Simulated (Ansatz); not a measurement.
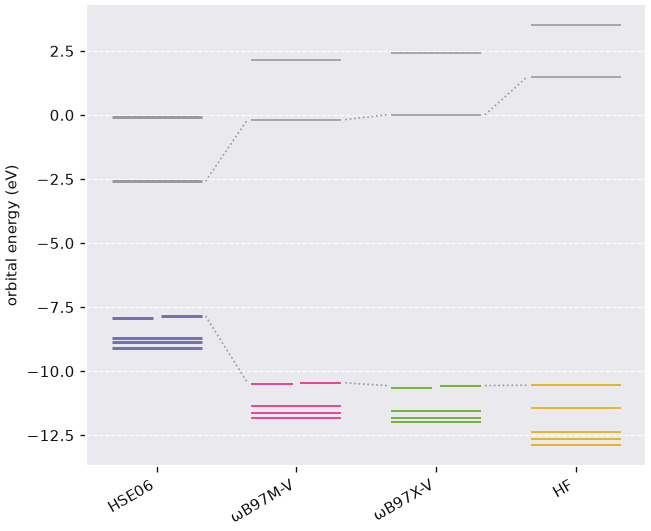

Frontier orbital energies of C₃H₉BSi, SMILES BC(=C)[SiH2]C at one geometry, def2-TZVPP, the Ansatz code, at a PBE0-D4/def2-TZVP geometry (a minimum by its frequencies). Empty levels are grey, levels within 0.1 eV stand side by side; all columns show the same few orbitals around the gap. Dotted lines join the HOMOs and the LUMOs.

### Compare the HOMO-LUMO separations.

The separation grows from 5.27 eV (HSE06) to 12.02 eV (HF).

```tsv
level	HOMO (eV)	LUMO (eV)	separation (eV)
HSE06	−7.85	−2.58	5.27
ωB97M-V	−10.45	−0.17	10.28
ωB97X-V	−10.56	0.01	10.57
HF	−10.54	1.48	12.02
```

Caveats, for all or some of the runs: empty levels above zero depend strongly on the basis; one conformer of a flexible molecule.
